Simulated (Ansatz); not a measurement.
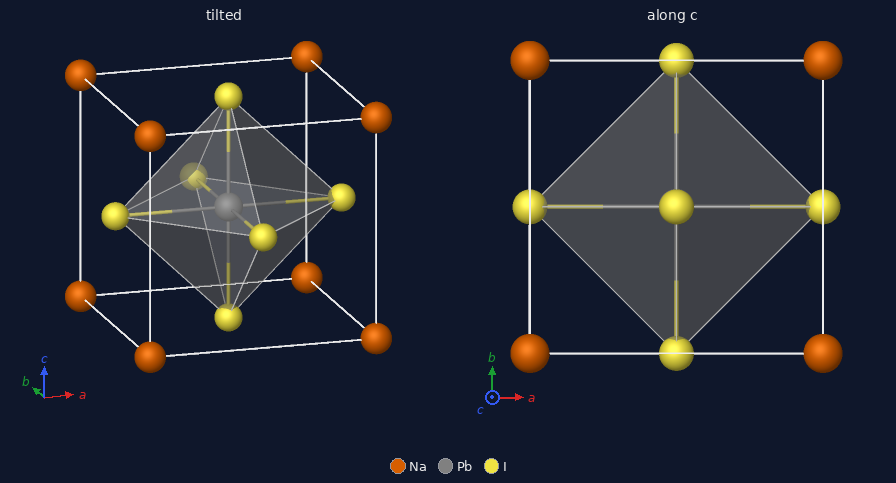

The figure gives a polyhedral picture of the atoms, viewed slightly off an axis and along the c axis. The frame is the conventional unit cell; atoms at its boundary are shown with their periodic copies.

NaPbI3, space group P4/mmm (No. 123), a = 6.317 Å, b = 6.317 Å, c = 6.128 Å, α = 90.00°, β = 90.00°, γ = 90.00°. Source of the structure: a structure type filled with these elements by a generator (whether the compound takes this form wasn't checked). The cell was then strained or its atoms displaced on purpose. It was run through Ansatz as a DFT input.

This one geometry was computed with Ansatz (DFT, plane waves, PAW) at three levels of theory: PBE, r2SCAN and HSE06. It was relaxed with r2SCAN and then strained.

Question: How does the band gap change with the level of theory?

Answer: PBE: a gap of 1.19 eV, direct; r2SCAN: a gap of 1.48 eV, direct; HSE06: a gap of 1.74 eV, direct.

Question: Collect the results in a table.

Answer:
| level | cutoff (eV) | k-mesh of the run's cell | gap (eV) | pressure (GPa) |
| --- | --- | --- | --- | --- |
| PBE | 420 | 4×4×4 | 1.19 | 0.9 |
| r2SCAN | 500 | 4×4×4 | 1.48 | 0.6 |
| HSE06 | 420 | 2×2×2 | 1.74 | 1.7 |

Gaps are taken on the k-mesh or band path of each run.
